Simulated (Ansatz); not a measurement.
# CH4N2OSi: molecular dynamics

The plan is to follow the molecule's vibrations and see whether its bonds hold. The start is relaxed first. Runs: 600 steps of 0.5 fs at constant energy, with velocities drawn for 300 K. SMILES of the start: N#CN[SiH2]O.

All numbers below are computed with Ansatz 0.2.0 (RHF/STO-3G).

### 1 Starting point

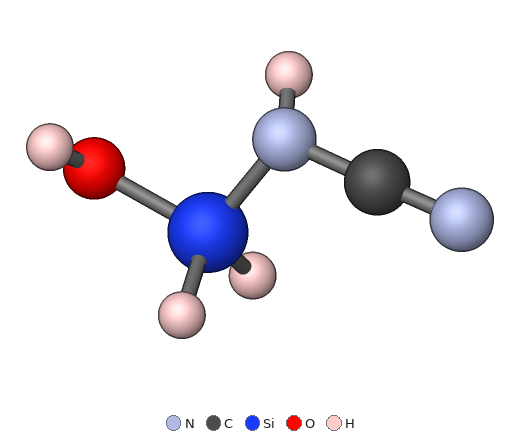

Start, viewed from a chosen angle; nitrogen light blue, carbon dark grey, silicon blue, oxygen red, hydrogen pink.

Structure file:

```xyz
9

N     2.6402   -1.3751    0.1137
C     1.7638   -0.5215    0.0703
N     0.8033    0.4349    0.0024
Si   -0.6740   -0.2521   -0.0862
O    -1.7346    1.0488   -0.0255
H     0.9106    1.1759   -0.6991
H    -0.8698   -0.9333   -1.3820
H    -0.9579   -1.1090    1.0797
H    -1.7931    1.4851    0.9097
```

### 2 Relaxing the start

input.yaml reads:

```yaml
crystal:
  periodic: [false, false, false]
  atoms:
    - { symbol: "N", position_ang: [2.6402, -1.3751, 0.1137] }
    - { symbol: C, position_ang: [1.7638, -0.5215, 0.0703] }
    - { symbol: "N", position_ang: [0.8033, 0.4349, 0.0024] }
    - { symbol: Si, position_ang: [-0.674, -0.2521, -0.0862] }
    - { symbol: O, position_ang: [-1.7346, 1.0488, -0.0255] }
    - { symbol: H, position_ang: [0.9106, 1.1759, -0.6991] }
    - { symbol: H, position_ang: [-0.8698, -0.9333, -1.382] }
    - { symbol: H, position_ang: [-0.9579, -1.109, 1.0797] }
    - { symbol: H, position_ang: [-1.7931, 1.4851, 0.9097] }
basis:
  gaussian: { orbitals: STO-3G }
hamiltonian:
  xc: hf
relax:
  f_tol: 0.02
  max_steps: 40
scf:
  lower_state_search: "off"
output:
  orbitals: {}
```

Command:

```console
$ ansatz run input.yaml --threads 1 --pin off --max-ram 2048MiB --backend cpu --events-out ev --progress --plain --runs-dir out
```

What it wrote, shortened:

```text
Warning: RAYON_NUM_THREADS=1 ignored (pool sized by the plan → 1); use --threads N
[...]
Functional definition: HF
[...]
477 factors; integrals over basis functions are off by at most 1.3e-5 eV
[...]
mean field -13786.01116891 eV, -506.6265659635 hartree, gradient 2.2e-6 eV, S^2 0.000000; 0 other end points of the search recorded, 0 dependent functions left out
[...]
reference -13786.01116891 eV, -506.6265659635 hartree; 23, 23 occupied and 10, 10 virtual orbitals, 477 factors
relax step   1: F+E_penalty+E_count = -13786.01116891 eV  Δ(F+E_penalty+E_count) = +0.000e0 eV  max|allowed force component| = 8.412e0 eV/Å  Δτ_max = 0.0000 Å  (24 SCF iters, accepted)
[...]
relax step   4: F+E_penalty+E_count = -13787.17177841 eV  Δ(F+E_penalty+E_count) = -1.326e-2 eV  max|allowed force component| = 2.728e-1 eV/Å  Δτ_max = 0.0748 Å  (21 SCF iters, accepted)
[...]
relax step   7: F+E_penalty+E_count = -13787.19954682 eV  Δ(F+E_penalty+E_count) = -1.655e-2 eV  max|allowed force component| = 4.618e-1 eV/Å  Δτ_max = 0.1750 Å  (29 SCF iters, accepted)
[...]
relax step  10: F+E_penalty+E_count = -13787.21029498 eV  Δ(F+E_penalty+E_count) = -1.394e-3 eV  max|allowed force component| = 8.796e-1 eV/Å  Δτ_max = 0.0265 Å  (22 SCF iters, accepted)
[...]
relax step  11: F+E_penalty+E_count = -13787.22000502 eV  Δ(F+E_penalty+E_count) = -9.710e-3 eV  max|allowed force component| = 6.204e-2 eV/Å  Δτ_max = 0.0917 Å  (29 SCF iters, accepted)
[...]
relax step  12: F+E_penalty+E_count = -13787.20670949 eV  Δ(F+E_penalty+E_count) = +1.330e-2 eV  max|allowed force component| = 1.647e0 eV/Å  Δτ_max = 0.1952 Å  (28 SCF iters, rejected (line search))
```

### 3 The log goes on: start relaxed

The log, continued, shortened:

```text
[...]
477 factors; integrals over basis functions are off by at most 1.5e-5 eV
mean field -13787.22403893 eV, -506.6711381147 hartree, gradient 1.7e-6 eV, S^2 0.000000; 0 other end points of the search recorded, 0 dependent functions left out
[...]
reference -13787.22403893 eV, -506.6711381147 hartree; 23, 23 occupied and 10, 10 virtual orbitals, 477 factors
relax step  13: F+E_penalty+E_count = -13787.22403893 eV  Δ(F+E_penalty+E_count) = -4.034e-3 eV  max|allowed force component| = 7.791e-2 eV/Å  Δτ_max = 0.0975 Å  (29 SCF iters, accepted)
[...]
relax step  15: F+E_penalty+E_count = -13787.22802163 eV  Δ(F+E_penalty+E_count) = -1.720e-3 eV  max|allowed force component| = 2.940e-1 eV/Å  Δτ_max = 0.0415 Å  (20 SCF iters, accepted)
[...]
Atom 0 at     2.634180    -0.549338     1.068319 Å, force    -0.002232     0.000811    -0.001396 eV/Å
Atom 1 at     1.799002    -0.277993     0.311511 Å, force     0.004072    -0.001434     0.002827 eV/Å
Atom 2 at     0.793797     0.022805    -0.566862 Å, force    -0.004661     0.000346    -0.001713 eV/Å
Atom 3 at    -0.898174    -0.254445    -0.270848 Å, force     0.000625    -0.003424     0.000550 eV/Å
Atom 4 at    -1.609848     1.080111     0.432386 Å, force    -0.000359     0.001589     0.000076 eV/Å
Atom 5 at     1.110949     0.576081    -1.361314 Å, force     0.000619     0.000624    -0.000470 eV/Å
Atom 6 at    -1.526479    -0.439266    -1.531615 Å, force     0.001368     0.001374     0.000266 eV/Å
Atom 7 at    -0.974166    -1.404234     0.564857 Å, force     0.000354     0.000558     0.000276 eV/Å
Atom 8 at    -1.240760     1.199978     1.336566 Å, force     0.000214    -0.000445    -0.000415 eV/Å
Dipole moment:    -0.479392     0.061743    -0.332348 e Å
Checks for a lower state left out: stability, starts, cluster_reference, orbital_swaps, neighbouring_geometries, increment
```

Wall time 24 s (1 thread of Arm Neoverse V2, shared host); peak memory 0.12 GiB.

Step by step:

| step | energy from step 1 (eV) | largest force component (eV/Å) |
| --- | --- | --- |
| 1 | 0.0000 | 8.4117 |
| 2 | -1.0058 | 2.8394 |
| 3 | -1.1473 | 0.3811 |
| 4 | -1.1606 | 0.2728 |
| 5 | -1.1698 | 0.3362 |
| 6 | -1.1718 | 0.7633 |
| 7 | -1.1884 | 0.4618 |
| 8 | -1.1955 | 0.2523 |
| 9 | -1.1977 | 0.5755 |
| 10 | -1.1991 | 0.8796 |
| 11 | -1.2088 | 0.0620 |
| 12x | -1.1955 | 1.6466 |
| 13 | -1.2129 | 0.0779 |
| 14 | -1.2151 | 0.3896 |
| 15 | -1.2169 | 0.2940 |
| 16 | -1.2194 | 0.1786 |
| 17 | -1.2204 | 0.2152 |
| 18 | -1.2210 | 0.0937 |
| 19 | -1.2215 | 0.0482 |
| 20 | -1.2216 | 0.0240 |
| 21 | -1.2216 | 0.0047 |

Step 1 is the start. 1 step was tried and not accepted (12; marked x where the table lists them).

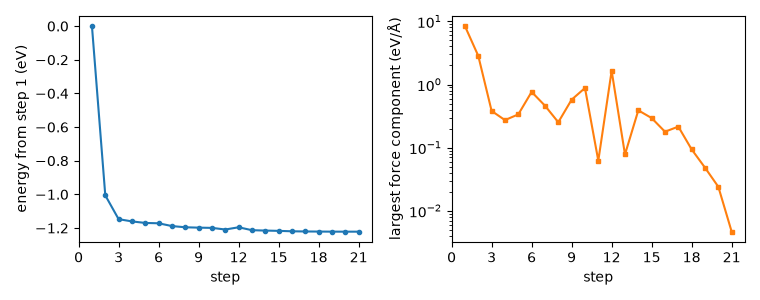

How energy and force went from step to step.

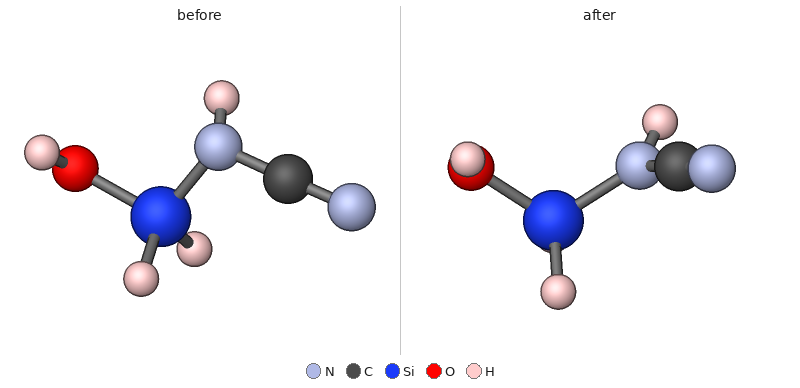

The structure before (left) and after (right), drawn at the same scale.

After: Bond lengths: N1–C2 1.159 Å, C2–N3 1.368 Å, N3–Si4 1.740 Å, Si4–O5 1.668 Å, N3–H6 1.019 Å, Si4–H7 1.421 Å, Si4–H8 1.423 Å, O5–H9 0.984 Å. Angles: N1–C2–N3 178.7°, C2–N3–Si4 124.8°, C2–N3–H6 113.0°, Si4–N3–H6 121.5°, N3–Si4–O5 111.0°, N3–Si4–H7 107.4°, N3–Si4–H8 106.3°, O5–Si4–H7 106.8°, O5–Si4–H8 112.1°, H7–Si4–H8 113.1°, Si4–O5–H9 109.0°.

### 4 Dynamics

600 steps of 0.5 fs at constant energy, with velocities drawn for 300 K, from the relaxed start.

input.yaml reads:

```yaml
crystal:
  periodic: [false, false, false]
  atoms:
    - { symbol: "N", position_ang: [2.63418, -0.549338, 1.068319] }
    - { symbol: C, position_ang: [1.799002, -0.277993, 0.311511] }
    - { symbol: "N", position_ang: [0.793797, 0.022805, -0.566862] }
    - { symbol: Si, position_ang: [-0.898174, -0.254445, -0.270848] }
    - { symbol: O, position_ang: [-1.609848, 1.080111, 0.432386] }
    - { symbol: H, position_ang: [1.110949, 0.576081, -1.361314] }
    - { symbol: H, position_ang: [-1.526479, -0.439266, -1.531615] }
    - { symbol: H, position_ang: [-0.974166, -1.404234, 0.564857] }
    - { symbol: H, position_ang: [-1.24076, 1.199978, 1.336566] }
basis:
  gaussian: { orbitals: STO-3G }
hamiltonian:
  xc: hf
md:
  timestep: 0.5
  n_steps: 600
  ensemble: nve
  temperature: 300.0
  initial_velocities: maxwell_boltzmann
  seed: 586156
scf:
  lower_state_search: "off"
```

Command:

```console
$ ansatz run input.yaml --threads 1 --pin off --max-ram 2048MiB --backend cpu --events-out ev --progress --plain --runs-dir out
```

What it wrote, shortened:

```text
Warning: RAYON_NUM_THREADS=1 ignored (pool sized by the plan → 1); use --threads N
[...]
[... 1 set-up line as earlier in the session ...]
[...]
476 factors; integrals over basis functions are off by at most 1.3e-5 eV
[...]
mean field -13787.23278998 eV, -506.6714597098 hartree, gradient 1.4e-6 eV, S^2 0.000000; 0 other end points of the search recorded, 0 dependent functions left out
[...]
reference -13787.23278998 eV, -506.6714597098 hartree; 23, 23 occupied and 10, 10 virtual orbitals, 476 factors
md step     0: t =     0.00 fs  T =   300.0 K  F+E_penalty+E_count = -13787.23278998 eV  E_kin = 0.271446 eV  conserved = -13786.96134398 eV  (22 SCF iters)
[...]
md step    20: t =    10.00 fs  T =   156.9 K  F+E_penalty+E_count = -13787.10259280 eV  E_kin = 0.142006 eV  conserved = -13786.96058717 eV  (23 SCF iters)
[...]
md step    40: t =    20.00 fs  T =   144.1 K  F+E_penalty+E_count = -13787.09124323 eV  E_kin = 0.130417 eV  conserved = -13786.96082638 eV  (23 SCF iters)
[...]
md step    60: t =    30.00 fs  T =   133.4 K  F+E_penalty+E_count = -13787.08152934 eV  E_kin = 0.120730 eV  conserved = -13786.96079983 eV  (24 SCF iters)
[...]
md step    79: t =    39.50 fs  T =   136.2 K  F+E_penalty+E_count = -13787.08399446 eV  E_kin = 0.123223 eV  conserved = -13786.96077187 eV  (23 SCF iters)
md step    80: t =    40.00 fs  T =   146.3 K  F+E_penalty+E_count = -13787.09334553 eV  E_kin = 0.132360 eV  conserved = -13786.96098557 eV  (23 SCF iters)
```

### 5 The output, continued: dynamics from the start

Output, continued, shortened:

```text
md step    81: t =    40.50 fs  T =   152.7 K  F+E_penalty+E_count = -13787.09930193 eV  E_kin = 0.138192 eV  conserved = -13786.96111008 eV  (23 SCF iters)
[...]
md step   107: t =    53.50 fs  T =   201.6 K  F+E_penalty+E_count = -13787.14339731 eV  E_kin = 0.182412 eV  conserved = -13786.96098570 eV  (23 SCF iters)
[...]
md step   133: t =    66.50 fs  T =   157.6 K  F+E_penalty+E_count = -13787.10315045 eV  E_kin = 0.142565 eV  conserved = -13786.96058572 eV  (23 SCF iters)
[...]
md step   159: t =    79.50 fs  T =   124.9 K  F+E_penalty+E_count = -13787.07371510 eV  E_kin = 0.113028 eV  conserved = -13786.96068736 eV  (23 SCF iters)
[...]
md step   183: t =    91.50 fs  T =   131.7 K  F+E_penalty+E_count = -13787.07992474 eV  E_kin = 0.119163 eV  conserved = -13786.96076167 eV  (24 SCF iters)
md step   184: t =    92.00 fs  T =   126.5 K  F+E_penalty+E_count = -13787.07514912 eV  E_kin = 0.114452 eV  conserved = -13786.96069691 eV  (24 SCF iters)
```

### 6 The log goes on: dynamics from the start

The log, continued, shortened:

```text
md step   185: t =    92.50 fs  T =   122.8 K  F+E_penalty+E_count = -13787.07185097 eV  E_kin = 0.111128 eV  conserved = -13786.96072249 eV  (24 SCF iters)
[...]
md step   206: t =   103.00 fs  T =   185.2 K  F+E_penalty+E_count = -13787.12864353 eV  E_kin = 0.167538 eV  conserved = -13786.96110550 eV  (23 SCF iters)
[...]
md step   227: t =   113.50 fs  T =   223.0 K  F+E_penalty+E_count = -13787.16279622 eV  E_kin = 0.201807 eV  conserved = -13786.96098892 eV  (23 SCF iters)
[...]
md step   248: t =   124.00 fs  T =   170.3 K  F+E_penalty+E_count = -13787.11477771 eV  E_kin = 0.154124 eV  conserved = -13786.96065336 eV  (23 SCF iters)
[...]
md step   599: t =   299.50 fs  T =   151.5 K  F+E_penalty+E_count = -13787.09758667 eV  E_kin = 0.137088 eV  conserved = -13786.96049904 eV  (23 SCF iters)
[...]
Atom 0 at     2.609078    -0.550853     1.090953 Å, force    -0.532070     0.367874    -0.804039 eV/Å
Atom 1 at     1.806470    -0.261684     0.297329 Å, force    -0.301715    -0.698861     0.724286 eV/Å
Atom 2 at     0.773839     0.002904    -0.594071 Å, force     1.649888    -0.081548     0.840667 eV/Å
Atom 3 at    -0.898324    -0.249336    -0.263874 Å, force     0.087433    -0.986004    -0.755493 eV/Å
Atom 4 at    -1.582625     1.058433     0.430006 Å, force    -0.799360     1.045019     0.292560 eV/Å
Atom 5 at     1.079515     0.750530    -1.188251 Å, force    -0.062979     0.794557    -1.052376 eV/Å
Atom 6 at    -1.557735    -0.430490    -1.522670 Å, force     0.080924     0.062857     0.352659 eV/Å
Atom 7 at    -0.873970    -1.420103     0.523915 Å, force    -0.320137    -0.232598     0.328061 eV/Å
Atom 8 at    -1.169006     1.337616     1.271541 Å, force     0.198016    -0.271297     0.073675 eV/Å
Dipole moment:    -0.487092     0.192401    -0.246375 e Å
Checks for a lower state left out: stability, starts, cluster_reference, orbital_swaps, neighbouring_geometries, increment
```

Run time: 4.7 min. Hardware: 1 thread of Arm Neoverse V2, shared host; peak memory 0.075 GiB.

### 7 The trajectory

The trajectory, every 43 steps (energies from step 0):

| time (fs) | T (K) | potential energy change (meV/atom) | total energy change (meV/atom) |
| --- | --- | --- | --- |
| 0.0 | 300 | 0.0 | 0.00 |
| 21.5 | 130 | 17.1 | 0.05 |
| 43.0 | 132 | 16.9 | 0.09 |
| 64.5 | 176 | 12.6 | 0.06 |
| 86.0 | 110 | 19.2 | 0.04 |
| 107.5 | 146 | 15.6 | 0.08 |
| 129.0 | 138 | 16.4 | 0.09 |
| 150.5 | 110 | 19.2 | 0.06 |
| 172.0 | 135 | 16.7 | 0.06 |
| 193.5 | 169 | 13.3 | 0.07 |
| 215.0 | 171 | 13.0 | 0.06 |
| 236.5 | 233 | 6.7 | 0.04 |
| 258.0 | 105 | 19.7 | 0.07 |
| 279.5 | 141 | 16.1 | 0.09 |
| 300.0 | 145 | 15.7 | 0.09 |

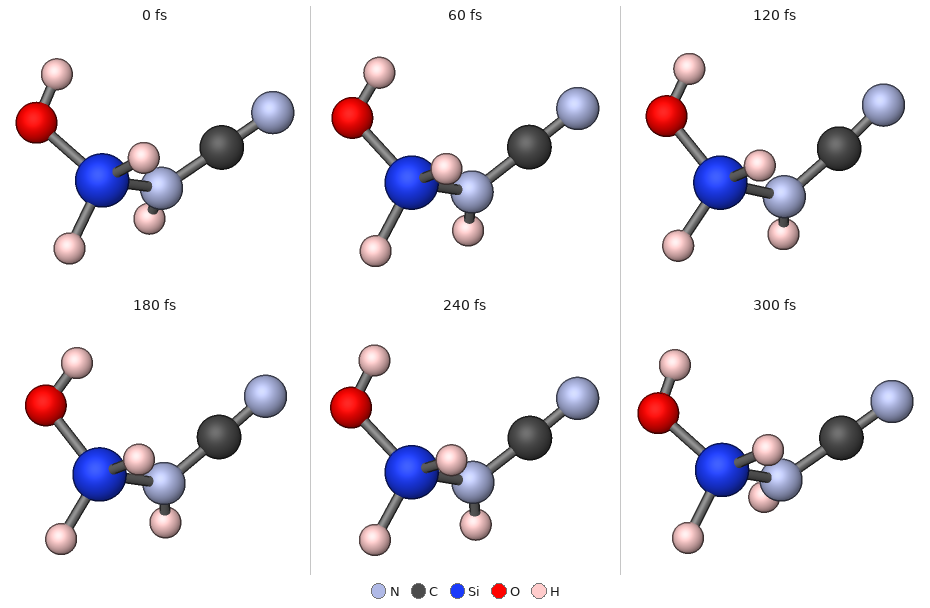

The system at six times, viewed from a free direction. Sticks join atoms within a bonding distance in each frame.

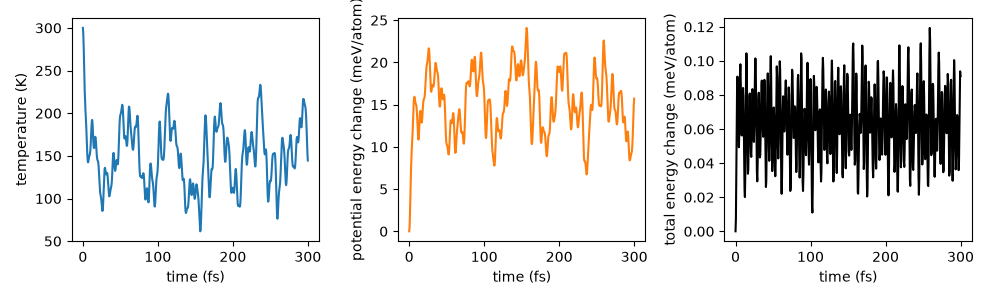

Time series of the run, each on its own scale.

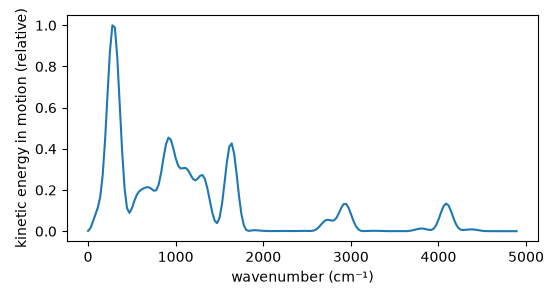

Power spectrum of the mass-weighted velocities; a run of 300 fs resolves no finer than about 220 cm⁻¹.

Maxima of the velocity power spectrum (cm⁻¹, relative height; resolution about 220 cm⁻¹): 280 (100), 670 (21), 920 (45), 1110 (31), 1310 (27), 1640 (43), 2950 (13), 4090 (13).

### 8 Frames from the trajectory

Extended XYZ, with forces in eV/Å:

```xyz
9
time_fs=37.5 T=113 dE=0.1698
N     2.579   -0.499    1.129    0.054    0.101   -0.201
C     1.811   -0.279    0.289   -1.072    0.044   -0.161
N     0.807   -0.038   -0.647    1.335    0.176    1.131
Si   -0.887   -0.211   -0.292    0.003   -0.477   -0.654
O    -1.607    1.056    0.515    0.221    0.046   -0.109
H     1.217   -0.017   -1.568   -0.266    0.241   -0.784
H    -1.539   -0.349   -1.574    0.257    0.023    0.679
H    -0.864   -1.377    0.516   -0.574   -0.199    0.117
H    -1.351    1.017    1.464    0.042    0.045   -0.017
9
time_fs=75.0 T=149 dE=0.1377
N     2.575   -0.433    1.128    0.883   -0.123    0.700
C     1.764   -0.251    0.331   -1.389   -0.377   -0.271
N     0.762   -0.071   -0.595    1.803    1.111   -1.418
Si   -0.944   -0.266   -0.348    0.100   -0.351    1.042
O    -1.425    1.063    0.531   -0.538    0.129    0.066
H     1.133    0.621   -1.281   -0.969   -0.748    0.327
H    -1.665   -0.268   -1.561    0.118    0.102   -0.364
H    -1.091   -1.510    0.350   -0.042    0.319   -0.085
H    -0.989    1.049    1.411    0.034   -0.061    0.002
9
time_fs=112.5 T=217 dE=0.0761
N     2.513   -0.399    1.152    0.606   -0.176    0.574
C     1.736   -0.273    0.309   -0.878    0.218   -0.900
N     0.770   -0.111   -0.665    1.176   -0.402    0.789
Si   -0.896   -0.239   -0.332   -1.287   -0.524    0.518
O    -1.442    1.039    0.569    0.013    0.388    0.408
H     1.102    0.426   -1.444    0.378    0.501   -0.805
H    -1.626   -0.160   -1.530   -0.024   -0.077   -0.579
H    -1.105   -1.482    0.335    0.092    0.067    0.009
H    -0.958    1.066    1.426   -0.076    0.004   -0.014
9
time_fs=150.0 T=104 dE=0.1781
N     2.470   -0.412    1.160    1.044   -0.116    1.070
C     1.753   -0.256    0.274   -0.391   -0.050   -0.940
N     0.814   -0.070   -0.693   -0.885   -0.105   -0.864
Si   -0.887   -0.223   -0.309    0.085   -0.141   -1.265
O    -1.458    1.028    0.580   -0.344    0.947    0.523
H     1.081   -0.309   -1.663    0.381    0.265    0.900
H    -1.523   -0.149   -1.600    0.140   -0.237    0.569
H    -1.072   -1.441    0.379   -0.157   -0.450    0.091
H    -1.295    0.910    1.540    0.128   -0.114   -0.085
9
time_fs=187.5 T=181 dE=0.1082
N     2.569   -0.405    1.141    0.539   -0.088    0.574
C     1.762   -0.254    0.329   -0.548    0.141   -0.765
N     0.786   -0.113   -0.619   -1.005   -0.012   -0.300
Si   -0.952   -0.234   -0.343    1.428   -1.696   -0.932
O    -1.424    1.031    0.551   -0.662    1.406    1.107
H     1.054    0.406   -1.457    0.553   -0.066    0.261
H    -1.530   -0.171   -1.640   -0.119    0.096    0.104
H    -1.189   -1.484    0.304   -0.038    0.100   -0.021
H    -0.980    0.983    1.427   -0.147    0.118   -0.028
9
time_fs=225.0 T=178 dE=0.1107
N     2.600   -0.412    1.121    0.006   -0.302    0.232
C     1.744   -0.310    0.346   -0.282    0.590   -0.713
N     0.781   -0.083   -0.617    0.269   -0.307    0.181
Si   -0.925   -0.227   -0.344    0.323   -1.470    1.280
O    -1.479    1.034    0.538   -0.613    1.355    0.283
H     1.144    0.447   -1.405    0.144    0.064   -0.110
H    -1.636   -0.276   -1.552   -0.064    0.086   -0.611
H    -1.102   -1.407    0.462    0.148    0.119   -0.516
H    -1.046    1.073    1.417    0.069   -0.135   -0.026
9
time_fs=262.5 T=114 dE=0.1694
N     2.542   -0.515    1.129    0.339    0.213   -0.173
C     1.815   -0.243    0.269   -0.911   -0.348    0.567
N     0.799   -0.003   -0.630    1.461   -0.012   -1.243
Si   -0.886   -0.233   -0.281   -0.445   -0.593   -0.647
O    -1.555    1.052    0.491   -0.181    0.754    0.572
H     1.196    0.026   -1.589   -0.883    0.167    0.724
H    -1.625   -0.357   -1.504    0.561   -0.124    0.124
H    -1.005   -1.365    0.563    0.079   -0.331   -0.031
H    -1.382    0.946    1.451   -0.020    0.276    0.108
9
time_fs=300.0 T=145 dE=0.1414
N     2.609   -0.551    1.091   -0.532    0.368   -0.804
C     1.806   -0.262    0.297   -0.302   -0.699    0.724
N     0.774    0.003   -0.594    1.650   -0.082    0.841
Si   -0.898   -0.249   -0.264    0.087   -0.986   -0.755
O    -1.583    1.058    0.430   -0.799    1.045    0.293
H     1.079    0.750   -1.188   -0.063    0.795   -1.052
H    -1.558   -0.430   -1.523    0.081    0.063    0.353
H    -0.874   -1.420    0.524   -0.320   -0.233    0.328
H    -1.169    1.338    1.272    0.198   -0.271    0.074
```

### 9 Summary of results

```
                          quantity                         value
           relaxation of the start      19 moves, 1.222 eV lower
                            length           600 steps of 0.5 fs
  temperature, first and last step                 300 and 145 K
          temperature, second half  mean 151 K, from 62 to 233 K
     potential energy, second half   +15 meV/atom from the start
largest change of the total energy                 0.12 meV/atom
            bonds formed or broken                             0
```

In words: The temperature starts at 300 K and averages 151 K in the second half, where it ranges from 62 to 233 K. About half is expected from a start at a minimum: kinetic energy passes into potential energy until both shares match. The total energy strays from its start by at most 0.12 meV/atom, 0.8 % of the mean kinetic energy, so a step of 0.5 fs is short enough over this time. No bond forms or breaks. A run of 300 fs with 9 atoms shows the motion but fixes no equilibrium value. The nuclei move classically, without zero-point motion, which matters most for hydrogen. In so small a basis the energies are only a sketch.
